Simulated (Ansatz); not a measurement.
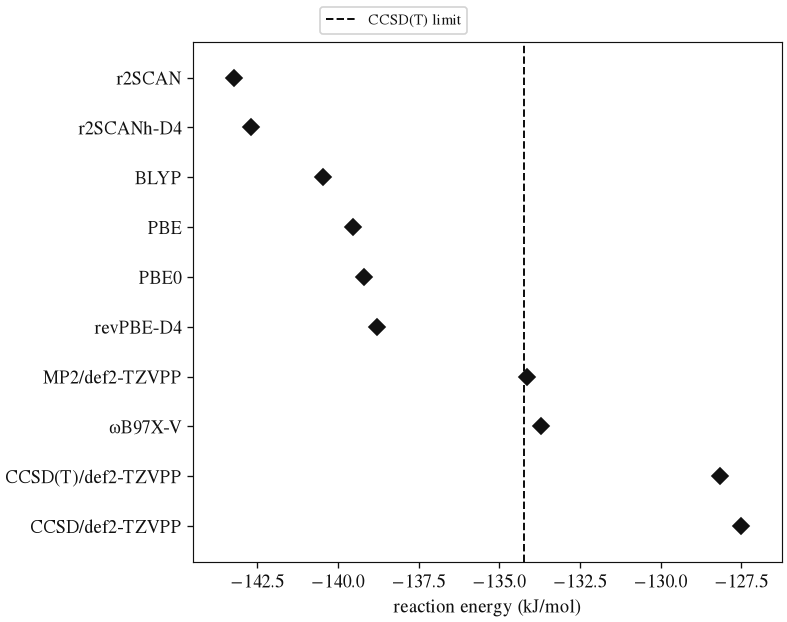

Electronic reaction energy of CH₅NSn ([CH3][Sn][NH2]) [singlet] + H₂S (S) → SnNH₃S ([NH2][Sn][SH]) [singlet] + CH₄ (C) (SMILES in brackets) at several levels (functionals in def2-TZVPP unless a basis is named), isolated molecules at PBE0-D4 triple-zeta geometries, minima by their frequencies, no zero-point or thermal terms, the Ansatz code. The line is frozen-core CCSD(T) at the basis limit (MP2 extrapolated from triple and quadruple zeta, plus CCSD(T) less MP2 in a smaller set). No dispersion term is added to r2SCAN, BLYP, PBE and PBE0. The distance of MP2/def2-TZVPP, CCSD(T)/def2-TZVPP and CCSD/def2-TZVPP to the limit includes basis error. Core potentials past Kr. The limit lies 6.1 kJ/mol from CCSD(T)/def2-TZVPP, so the line itself is uncertain by a part of that.

> What do zero-point energy and temperature add?

Zero-point change 9.6 kJ/mol; at 298.15 K and 1 bar the CCSD(T) limit plus thermal terms gives an enthalpy of reaction of −125.3 and a free energy of −116.8 kJ/mol (harmonic PBE0-D4 modes, ideal gas).

> Give the values.

| level | kJ/mol | less CCSD(T) limit |
| --- | --- | --- |
| r2SCAN | −143.2 | −9.0 |
| r2SCANh-D4 | −142.7 | −8.5 |
| BLYP | −140.5 | −6.2 |
| PBE | −139.5 | −5.3 |
| PBE0 | −139.2 | −4.9 |
| revPBE-D4 | −138.8 | −4.5 |
| MP2/def2-TZVPP | −134.1 | 0.1 |
| ωB97X-V | −133.7 | 0.5 |
| CCSD(T)/def2-TZVPP | −128.2 | 6.1 |
| CCSD/def2-TZVPP | −127.5 | 6.7 |
| CCSD(T) limit | −134.2 | 0.0 |

Known limits of this run: outer-core shells are correlated without core-valence functions, which makes the correlated values less sure; spin-orbit coupling is left out, and with Sn it can shift these values.
